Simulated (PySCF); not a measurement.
Input

```
{"job": {"kind": "nmr", "xc": "PBE0", "basis": "pcSseg-1"}, "charge": 0, "multiplicity": 1}
C      3.376308    -0.964125    -0.068810
C      2.165881    -0.978496    -0.197074
Si     0.338180    -1.010477    -0.362980
C     -0.546764    -0.237724     1.112214
C     -1.561098     0.670335     0.398854
C     -0.907880     1.174362    -0.890248
O     -0.209005     0.101911    -1.494628
H      4.446439    -0.947851     0.041725
H     -0.064407    -2.386510    -0.759616
H      0.183290     0.354261     1.689426
H     -1.018117    -0.948105     1.806215
H     -2.459385     0.086199     0.136313
H     -1.894891     1.510156     1.029445
H     -0.207341     2.002941    -0.668913
H     -1.654573     1.556162    -1.604577
```

Run with:

```sh
OMP_NUM_THREADS=1 python probes_run.py task.json out
```

Geometry: PBE0-D3(BJ)/def2-SVP.

Method: PySCF 2.14.0, PBE0/pcSseg-1, SCF density, gas phase, non-relativistic.

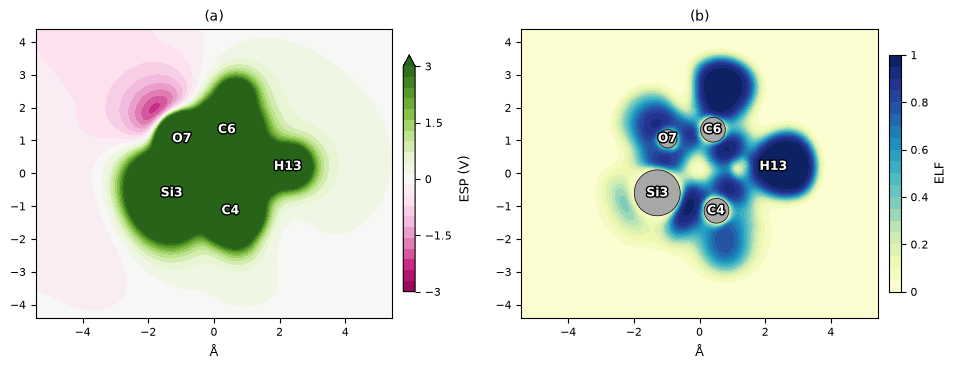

C5H8OSi. (a) electrostatic potential; (b) electron localisation function on the plane of atoms C4, Si3 and O7. Grey discs cover the atomic cores in the ELF map.

Question: Describe what can be read from this map.

Answer: Atoms in the plane: Si, C, O and H. C–O (1.42 Å): the ELF peaks at about 0.85 between the atoms, as expected for a shared but strongly polarised pair. Si–O (1.68 Å): the ELF peaks at about 0.85 between the atoms, as expected for a polar covalent bond. C–Si (1.89 Å): the ELF peaks at about 0.95 between the atoms: localised, covalent bonding. The ELF also peaks beside O7, away from the bonds: lone-pair regions. Outside the dense part of the molecule the potential is most negative (−2.2 V) near O7.
